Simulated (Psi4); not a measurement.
**UB2PLYP/aug-cc-pVDZ (density fitting for correlation, ints tolerance 1e-12, sweep point 6) run of AlClOF (SMILES [O][Al]([F])[Cl])**

What is the vertical electron affinity of AlClOF at UB2PLYP/aug-cc-pVDZ (density fitting for correlation, ints tolerance 1e-12, sweep point 6)? The job is set up through a Python script.

The results are computed with Psi4 1.11.

4 further runs of the same task are left out: 4 set aside as unsound or not needed.

## Step 1: Starting point

AlClOF has 4 atoms, charge 0, and is taken as a doublet. SMILES: `[O][Al]([F])[Cl]`. The shape is that of a PBE0-D4/def2-TZVP optimisation.

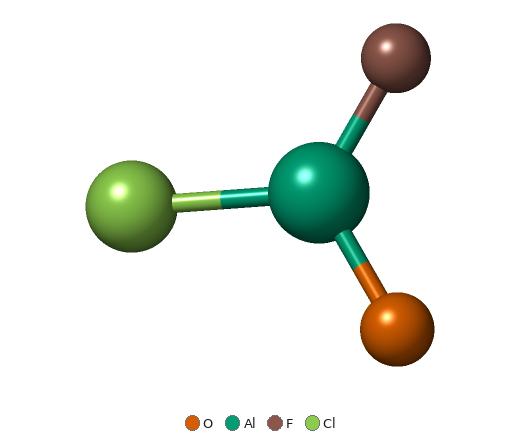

The structure, seen from a chosen angle (oxygen orange, aluminium teal, fluorine brown, chlorine green).

## Step 2: A single-point energy at UB2PLYP/aug-cc-pVDZ (density fitting for correlation, ints tolerance 1e-12, sweep point 6)

File alclfo.py:

```python
import psi4

psi4.set_memory('1600 MB')
psi4.set_num_threads(1)
psi4.core.set_output_file('output.dat', False)

geom = psi4.geometry("""
0 2
O      0.993300     0.591700     1.294800
Al     0.061900    -0.095200     0.016700
F      0.278100    -1.671200    -0.348900
Cl    -1.277700     1.114400    -0.982900
units angstrom
symmetry c1
""")

options = {'basis': 'aug-cc-pVDZ', 'reference': 'uks', 'puream': True, 'scf_type': 'direct', 'dft_radial_points': 99, 'dft_spherical_points': 590, 'num_frozen_docc': 12, 'ints_tolerance': 1e-12, 'maxiter': 150}
psi4.set_options(options)

result = psi4.energy("b2plyp", molecule=geom)
print(f'total energy {result:.8f} hartree = {result * 27.211386:.5f} eV')
```

On the command line:

```bash
$ python alclfo.py
```

output.dat:

```text
[...]
  Running in c1 symmetry.
[...]
  Nuclear repulsion =  186.705653566765818
[...]
  Multiplicity = 2
[...]
  Nalpha       = 24
  Nbeta        = 23
[...]
    Number of basis functions: 100
[...]
   @DF-UKS iter   1:  -876.66726714566039   -4.26931e-01   9.65461e-03 DIIS/ADIIS
[...]
   @UKS iter  16:  -877.27035133662253   -4.40625e-08   8.26625e-07 DIIS
[...]
   @S^2 Observed:                7.545002975E-01
[...]
    Orbital Energies [Eh]
    ---------------------
    Alpha Occupied:
       1A   -102.939066     2A    -57.167410     3A    -25.374496
       4A    -19.819429     5A     -9.937896     6A     -7.575374
       7A     -7.571816     8A     -7.571596     9A     -4.545365
      10A     -3.001819    11A     -2.999555    12A     -2.998241
      13A     -1.349503    14A     -1.149714    15A     -0.958522
      16A     -0.590588    17A     -0.543844    18A     -0.532164
      19A     -0.527230    20A     -0.505644    21A     -0.469429
      22A     -0.455232    23A     -0.419657    24A     -0.416231
    Alpha Virtual:
      25A     -0.025143    26A      0.006710    27A      0.022629
[...]
  @UKS Final Energy:  -877.27035133662253
   => Energetics <=
    Nuclear Repulsion Energy =            186.7056535667658181
    One-Electron Energy =               -1587.2924353647254065
    Two-Electron Energy =                 554.8471527302283448
    DFT Exchange-Correlation Energy =     -31.5307222688912141
    Empirical Dispersion Energy =           0.0000000000000000
    VV10 Nonlocal Energy =                  0.0000000000000000
    Total Energy =                       -877.2703513366225252
[...]
 Multipole Moments:
 ------------------------------------------------------------------------------------
     Multipole            Electronic (a.u.)      Nuclear  (a.u.)        Total (a.u.)
 ------------------------------------------------------------------------------------
 L = 1.  Multiply by 2.5417464519 to convert [e a0] to [Debye]
 Dipole X            :         -0.3876941            0.2281060           -0.1595881
 Dipole Y            :         -0.9852340            1.0524720            0.0672380
 Dipole Z            :         -0.7988956            0.6504613           -0.1484343
 Magnitude           :                                                    0.2280835
[...]
```

On the terminal:

```text
total energy -877.45239404 hartree = -23876.69579 eV
```

Wall time 27 s (1 thread of INTEL XEON PLATINUM 8581C at 2.10GHz (Emerald Rapids), shared host); peak memory 0.86 GiB.

## Step 3: The singlet anion

File alclfo.py:

```python
import psi4

psi4.set_memory(1600000000)
psi4.set_num_threads(1)
psi4.set_output_file('output.dat', False)

molecule = psi4.geometry("""
-1 1
O      0.993300     0.591700     1.294800
Al     0.061900    -0.095200     0.016700
F      0.278100    -1.671200    -0.348900
Cl    -1.277700     1.114400    -0.982900
symmetry c1
""")

psi4.set_options({
    'basis': 'aug-cc-pVDZ',
    'puream': True,
    'scf_type': 'direct',
    'dft_radial_points': 99,
    'dft_spherical_points': 590,
    'num_frozen_docc': 12,
    'ints_tolerance': 1e-12,
    'maxiter': 60,
})

e = psi4.energy('b2plyp')
print(f'b2plyp energy: {e:.10f} Eh')
```

On the command line:

```bash
$ python alclfo.py
```

output.dat:

```text
[...]
  Running in c1 symmetry.
[...]
  Nuclear repulsion =  186.705653566765818
[...]
  Multiplicity = 1
[...]
  Nalpha       = 24
  Nbeta        = 24
[...]
    Number of basis functions: 100
[...]
   @DF-RKS iter   1:  -876.94066537394099   -7.00329e-01   9.68832e-03 ADIIS/DIIS
[...]
   @RKS iter  15:  -877.35199518672357   -4.28918e-09   2.45978e-07 DIIS
[...]
    Orbital Energies [Eh]
    ---------------------
    Doubly Occupied:
       1A   -102.749680     2A    -56.905982     3A    -25.175583
       4A    -19.442519     5A     -9.749859     6A     -7.386918
       7A     -7.384106     8A     -7.383607     9A     -4.286465
      10A     -2.742649    11A     -2.741045    12A     -2.737139
      13A     -1.152796    14A     -0.774683    15A     -0.741999
      16A     -0.391828    17A     -0.338856    18A     -0.338439
      19A     -0.301439    20A     -0.242374    21A     -0.237521
      22A     -0.135215    23A     -0.085618    24A     -0.083180
[...]
  @RKS Final Energy:  -877.35199518672357
   => Energetics <=
    Nuclear Repulsion Energy =            186.7056535667658181
    One-Electron Energy =               -1598.4481823463133878
    Two-Electron Energy =                 566.0480768020589721
    DFT Exchange-Correlation Energy =     -31.6575432092348024
    Empirical Dispersion Energy =           0.0000000000000000
    VV10 Nonlocal Energy =                  0.0000000000000000
    Total Energy =                       -877.3519951867235704
[...]
 Multipole Moments:
 ------------------------------------------------------------------------------------
     Multipole            Electronic (a.u.)      Nuclear  (a.u.)        Total (a.u.)
 ------------------------------------------------------------------------------------
 L = 1.  Multiply by 2.5417464519 to convert [e a0] to [Debye]
 Dipole X            :         -1.7947998            0.2281060           -1.5666937
 Dipole Y            :         -1.5438996            1.0524720           -0.4914276
 Dipole Z            :         -2.5469409            0.6504613           -1.8964796
 Magnitude           :                                                    2.5085185
[...]
```

Standard output:

```text
b2plyp energy: -877.5669048951 Eh
```

Run time: 32 s. Hardware: 1 thread of INTEL XEON PLATINUM 8581C at 2.10GHz (Emerald Rapids), shared host; peak memory 0.86 GiB.

## Step 4: What came out

At UB2PLYP/aug-cc-pVDZ (density fitting for correlation, ints tolerance 1e-12, sweep point 6), 12 core orbitals frozen:

```
                                                                quantity          value
                                            doublet AlClOF: total energy  -877.45239 Eh
doublet AlClOF: HOMO energy (SCF part's orbitals) (highest over α and β)      -11.19 eV
 doublet AlClOF: LUMO energy (SCF part's orbitals) (lowest over α and β)       -2.71 eV
                                                    doublet AlClOF: ⟨S²⟩          0.754
                                             singlet anion: total energy  -877.56690 Eh
                        singlet anion: HOMO energy (SCF part's orbitals)       -2.26 eV
                        singlet anion: LUMO energy (SCF part's orbitals)        3.24 eV
    singlet anion: HOMO–LUMO gap (to an unbound level, set by the basis)        5.51 eV
                       vertical electron affinity (to the singlet anion)       3.116 eV
```

In words: At fixed nuclei the extra electron is bound by 3.12 eV (301 kJ/mol).
